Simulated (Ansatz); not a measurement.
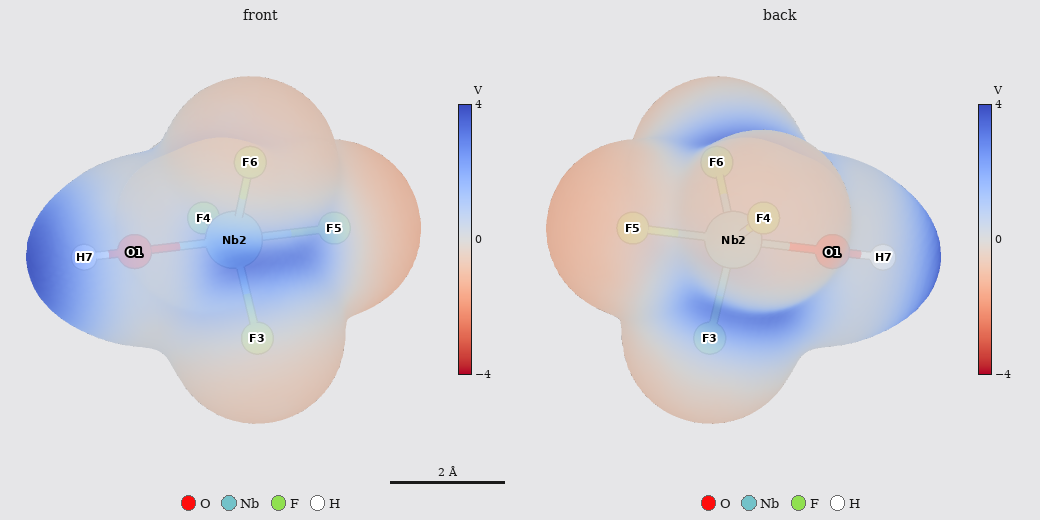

Figure. F4HNbO (SMILES [OH][Nb]([F])([F])([F])[F]). The molecular electrostatic potential painted on the density surface at 0.002 e/bohr³, seen from the front and from behind; the colour scale runs from red (negative) to blue (positive).

Geometry: PBE0-D4/def2-TZVP; core potentials replace the inner electrons of Nb.

All numbers below come from RKS PBE0-D4/def2-TZVPP in Ansatz.

```yaml
atoms:
  - { symbol: O, position_ang: [0.0787, -1.3491, 0.6292] }
  - { symbol: Nb, position_ang: [-0.0124, 0.3238, -0.1728] }
  - { symbol: F, position_ang: [1.7338, 0.2072, -0.7509] }
  - { symbol: F, position_ang: [-1.3790, -0.2067, -1.2885] }
  - { symbol: F, position_ang: [-0.0930, 2.0187, -0.9651] }
  - { symbol: F, position_ang: [-0.4061, 1.1335, 1.4359] }
  - { symbol: H, position_ang: [0.1391, -2.1957, 1.0665] }
```

### Where is the surface potential most negative and most positive?

The most negative region (about −1.1 V) lies over F5, the most positive (about +3.5 V) over H7.
